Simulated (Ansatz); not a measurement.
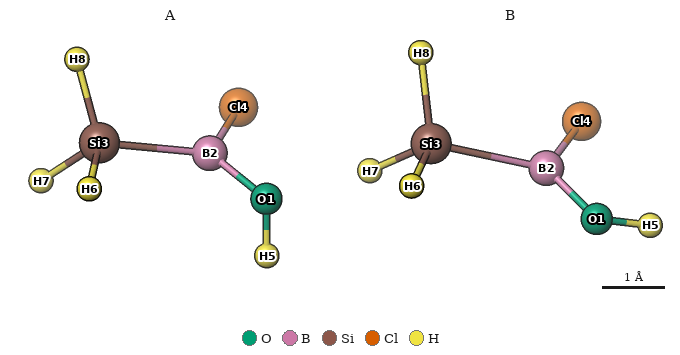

Two geometries of BSiH₄OCl (coarse preliminary run), drawn at one scale. One is the start of a relaxation, the other its converged end. Style: ball-and-stick. Shown from a free direction.

Method: RKS PBE-D4/def2-SVP (Ansatz 0.2.0). (force threshold 0.03 eV/Å; at most 200 steps)

Which of the two is the end point?

Answer. Structure B is the relaxed one. The start comes from a force field. H5 moves most after the best rigid fit: 0.88 Å. Largest moves by element: H 0.88 Å, O 0.37 Å, Cl 0.26 Å, B 0.25 Å, Si 0.14 Å. Near-neighbour distances that change, for instance: B2–Si3 1.918 → 2.030 Å, Si3–H8 1.422 → 1.507 Å, B2–Cl4 1.842 → 1.792 Å, O1–B2 1.402 → 1.353 Å. Bond angles that change, for instance: B2–O1–H5 109.4° → 112.6°, B2–Si3–H6 110.1° → 112.6°, O1–B2–Si3 119.4° → 121.5°. Groups turn about O1–B2 by about 85°. After 11 geometry steps the energy has fallen by 19.6 kcal/mol. Largest force component: 2.1 eV/Å at the start, 0.03 eV/Å at the end. The run took roughly 60 core-seconds on a shared host.
